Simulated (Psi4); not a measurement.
**C2H3In (SMILES C#[C][InH2]): CAM-B3LYP/def2-SVPD (core potential)**

What is the vertical electron affinity of C2H3In at CAM-B3LYP/def2-SVPD (core potential)? 

The calculation is run with Psi4 1.11.

### Step 1. The molecule

The species is C2H3In (6 atoms), meant as a singlet with charge 0. As SMILES, `C#[C][InH2]`. Geometry: relaxed at PBE0-D4/def2-TZVP.

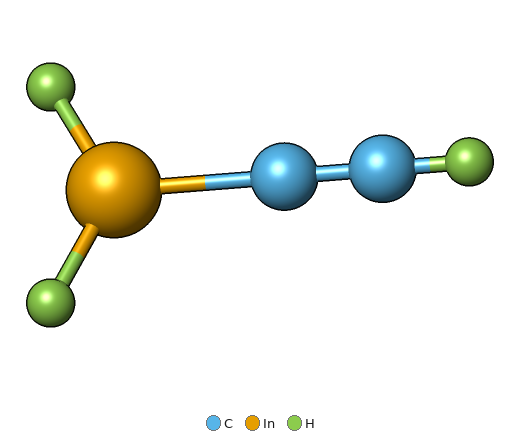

Viewed from a chosen angle; carbon blue, indium amber, hydrogen green.

### Step 2. A single-point energy at CAM-B3LYP/def2-SVPD (core potential)

Input file c2h3in.json:

```json
{
  "schema_name": "qcschema_input",
  "schema_version": 1,
  "molecule": {
    "schema_name": "qcschema_molecule",
    "schema_version": 2,
    "symbols": ["C", "C", "In", "H", "H", "H"],
    "geometry": [-0.35262289, -3.64339197, 0.02853486, -0.13303672, -1.36702788, 0.01114938, 0.24925488, 2.57739746, -0.0200311, -0.54613085, -5.64952522, 0.04403062, 1.27273054, 3.93346493, -2.77562973, -0.49019496, 4.14889371, 2.71175699],
    "molecular_charge": 0,
    "molecular_multiplicity": 1,
    "fix_symmetry": "c1",
    "fix_com": true,
    "fix_orientation": true
  },
  "driver": "energy",
  "model": {
    "method": "cam-b3lyp",
    "basis": "def2-SVPD"
  },
  "keywords": {
    "puream": true,
    "e_convergence": 1e-09,
    "d_convergence": 1e-08,
    "scf_type": "pk",
    "dft_radial_points": 99,
    "dft_spherical_points": 590,
    "scf_properties": ["DIPOLE", "MAYER_INDICES", "MULLIKEN_CHARGES"]
  }
}
```

Run with:

```sh
$ psi4 --qcschema c2h3in.json -n 1 --memory 2200MB
```

stdout, shortened:

```text
[...]
    !!!  WARNING: ECP capability is in beta. Please check occupations closely.  !!!
[...]
  Running in c1 symmetry.
[...]
  Nuclear repulsion =   91.358346432264852
[...]
  Multiplicity = 1
[...]
  Nalpha       = 18
  Nbeta        = 18
[...]
    Number of basis functions: 96
[...]
   @RKS iter   1:  -267.66023628409039   -1.20443e+00   6.94433e-03 ADIIS/DIIS
[...]
   @RKS iter  11:  -267.91741933354069   -1.18234e-11   5.59715e-09 DIIS
[...]
    Orbital Energies [Eh]
    ---------------------
    Doubly Occupied:
       1A    -10.259670     2A    -10.247092     3A     -4.763395
       4A     -3.174847     5A     -3.162860     6A     -3.161884
       7A     -0.859911     8A     -0.851846     9A     -0.850573
      10A     -0.848997    11A     -0.846960    12A     -0.804789
      13A     -0.604076    14A     -0.523525    15A     -0.394721
      16A     -0.374204    17A     -0.348421    18A     -0.335177
[...]
  @RKS Final Energy:  -267.91741933354069
   => Energetics <=
    Nuclear Repulsion Energy =             91.3583464322648524
    One-Electron Energy =                -619.9770255275416275
    Two-Electron Energy =                 281.2201587016182884
    DFT Exchange-Correlation Energy =     -20.5188989398822024
    Empirical Dispersion Energy =           0.0000000000000000
    VV10 Nonlocal Energy =                  0.0000000000000000
    Total Energy =                       -267.9174193335406926
[...]
 Multipole Moments:
 ------------------------------------------------------------------------------------
     Multipole            Electronic (a.u.)      Nuclear  (a.u.)        Total (a.u.)
 ------------------------------------------------------------------------------------
 L = 1.  Multiply by 2.5417464519 to convert [e a0] to [Debye]
 Dipole X            :         -2.5464672            2.5567996            0.0103324
 Dipole Y            :        -26.3902999           26.4956610            0.1053611
 Dipole Z            :          0.2016864           -0.2023898           -0.0007034
 Magnitude           :                                                    0.1058689
[...]
  Mulliken Charges: (a.u.)
   Center  Symbol    Alpha    Beta     Spin     Total
       1     C     3.53832  3.53832  0.00000 -1.07664
       2     C     2.09735  2.09735  0.00000  1.80529
       3    IN    10.75454 10.75454  0.00000 -0.50908
       4     H     0.64098  0.64098  0.00000 -0.28196
       5     H     0.48441  0.48441  0.00000  0.03117
       6     H     0.48439  0.48439  0.00000  0.03122
   Total alpha = 18.00000, Total beta = 18.00000, Total charge =  0.00000
  Mayer Bond Indices:
[...]
```

The result, in JSON:

```text
{
 "driver": "energy",
 "model": {
  "method": "cam-b3lyp",
  "basis": "def2-SVPD"
 },
 "success": true,
 "return_result": -267.9174193335407,
 "properties": {
  "calcinfo_nbasis": 96,
  "calcinfo_nmo": 96,
  "calcinfo_nalpha": 18,
  "calcinfo_nbeta": 18,
  "calcinfo_natom": 6,
  "nuclear_repulsion_energy": 91.35834643226485,
  "return_energy": -267.9174193335407,
  "scf_one_electron_energy": -619.9770255275416,
  "scf_two_electron_energy": 281.2201587016183,
  "scf_xc_energy": -20.518898939882202,
  "scf_dipole_moment": [0.010332368829973682, 0.10536111933278036, -0.0007033660506962081],
  "scf_total_energy": -267.9174193335407,
  "scf_iterations": 11
 }
}
```

Run time: 12 s. Hardware: 1 thread of Intel Xeon 6975P-C (Granite Rapids), shared host; peak memory 1.3 GiB.

### Step 3. The doublet anion: energy and gradient at UCAM-B3LYP/def2-SVPD (core potential)

Input file c2h3in.inp:

```
memory 2200 mb

molecule {
  -1 2
  C     -0.186600    -1.928000     0.015100
  C     -0.070400    -0.723400     0.005900
  In     0.131900     1.363900    -0.010600
  H     -0.289000    -2.989600     0.023300
  H      0.673500     2.081500    -1.468800
  H     -0.259400     2.195500     1.435000
  units angstrom
  symmetry c1
}

set globals {
  basis def2-SVPD
  reference uks
  puream true
  e_convergence 1e-09
  d_convergence 1e-08
  scf_type pk
  dft_radial_points 99
  dft_spherical_points 590
  maxiter 100
}

result, w = gradient("cam-b3lyp", return_wfn=True)
oeprop(w, "QUADRUPOLE", "MULLIKEN_CHARGES", "WIBERG_LOWDIN_INDICES", title="CAM-B3LYP")
```

Run with:

```sh
$ psi4 -n 1 c2h3in.inp c2h3in.out
```

c2h3in.out, shortened:

```text
[...]
    !!!  WARNING: ECP capability is in beta. Please check occupations closely.  !!!
[...]
  Running in c1 symmetry.
[...]
  Nuclear repulsion =   91.358346393140707
[...]
  Multiplicity = 2
[...]
  Nalpha       = 19
  Nbeta        = 18
[...]
    Number of basis functions: 96
[...]
   @UKS iter   1:  -267.51487921226476   -1.05964e+00   8.13855e-03 DIIS/ADIIS
[...]
   @UKS iter  16:  -267.93202288341814   -2.89901e-12   4.48897e-09 DIIS
[...]
   @S^2 Observed:                7.560112611E-01
[...]
  @UKS Final Energy:  -267.93202288341814
   => Energetics <=
    Nuclear Repulsion Energy =             91.3583463931407067
    One-Electron Energy =                -627.2353238987591340
    Two-Electron Energy =                 288.5618309531203636
    DFT Exchange-Correlation Energy =     -20.6168763309200287
    Empirical Dispersion Energy =           0.0000000000000000
    VV10 Nonlocal Energy =                  0.0000000000000000
    Total Energy =                       -267.9320228834181421
  UHF NO Occupations:
  HONO-2 :   17  A 1.9987851
  HONO-1 :   18  A 1.9985801
[...]
  -Total Gradient:
     Atom            X                  Y                   Z
    ------   -----------------  -----------------  -----------------
       1        0.002368620055     0.024480535500    -0.000193329689
       2       -0.001473039086    -0.015208255961     0.000115497712
       3       -0.000913258435    -0.009406828530     0.000084539802
       4        0.000392315395     0.004051121469    -0.000029773201
       5       -0.001150155633    -0.001841449194     0.003008283836
       6        0.000775538433    -0.002074949894    -0.002985215896
[...]
  Mulliken Charges: (a.u.)
   Center  Symbol    Alpha    Beta     Spin     Total
       1     C     3.63275  3.51801  0.11474 -1.15076
       2     C     2.00931  2.08434 -0.07503  1.90635
       3    IN    11.74662 10.72609  1.02053 -1.47270
       4     H     0.69525  0.68732  0.00793 -0.38258
       5     H     0.45805  0.49213 -0.03408  0.04982
       6     H     0.45802  0.49211 -0.03409  0.04987
   Total alpha = 19.00000, Total beta = 18.00000, Total charge = -1.00000
  Wiberg Bond Indices using Orthogonal Lowdin Orbitals:
[...]
```

Run time: 32 s. Hardware: 1 thread of Intel Xeon 6975P-C (Granite Rapids), shared host; peak memory 1.3 GiB.

### Step 4. What came out

At CAM-B3LYP/def2-SVPD (core potential):

```
                                         quantity          value
                     singlet C2H3In: total energy  -267.91742 Eh
                    singlet C2H3In: dipole moment         0.27 D
                      singlet C2H3In: HOMO energy       -9.12 eV
                      singlet C2H3In: LUMO energy       -1.18 eV
                    singlet C2H3In: HOMO–LUMO gap        7.94 eV
                      doublet anion: total energy  -267.93202 Eh
doublet anion: HOMO energy (highest over α and β)        0.38 eV
 doublet anion: LUMO energy (lowest over α and β)        4.18 eV
                              doublet anion: ⟨S²⟩          0.756
          doublet anion: largest force on an atom     1.265 eV/Å
vertical electron affinity (to the doublet anion)       0.397 eV
```

What this shows: At fixed nuclei the extra electron is bound by 0.40 eV (9.2 kcal/mol). Mulliken charges (singlet C2H3In) run from -1.08 on C1 to +1.81 on C2; in a basis this large or diffuse they mean little. Mulliken charges (doublet anion) run from -1.47 on In3 to +1.91 on C2; in a basis this large or diffuse they mean little. The HOMO (doublet anion) lies at positive energy, 0.38 eV, from the functional's self-interaction, a short basis or an electron that isn't bound; only total energies against the neutral tell.
